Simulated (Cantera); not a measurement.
Charge: 1 mol SiH2Cl2, 4.7 mol NH3, 0.41 mol N2, equilibrated at 110 Pa.

Method: chemical equilibrium by Gibbs-energy minimisation in Cantera with the NASA 1993 tables (ideal gas, pure condensed phases). Candidate condensed phases: NH4Cl, Si, Si3N4; 28 gas species. The tables' values for SiCl, SiCl3, SiN are old estimates; treat these amounts as uncertain. Gases not in the tables: Si2H6 and higher silanes. Rates play no part.

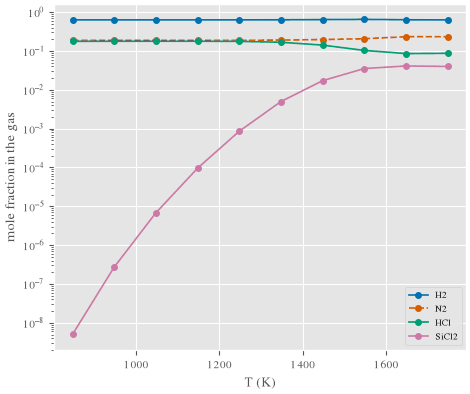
Equilibrium gas composition (values under 1e-9 drawn at 1e-9)

From 848 K to 1548 K the condensed part is Si3N4(s). At 1648 K the condensed part is Si(s). At 1748 K the condensed part is Si(l). The main Si-bearing gas is SiCl4 at 848 K and SiCl2 at 1748 K. The share of Si in condensed phases is highest at 1048 K (99.8 %) and lowest at 1748 K (50.0 %).
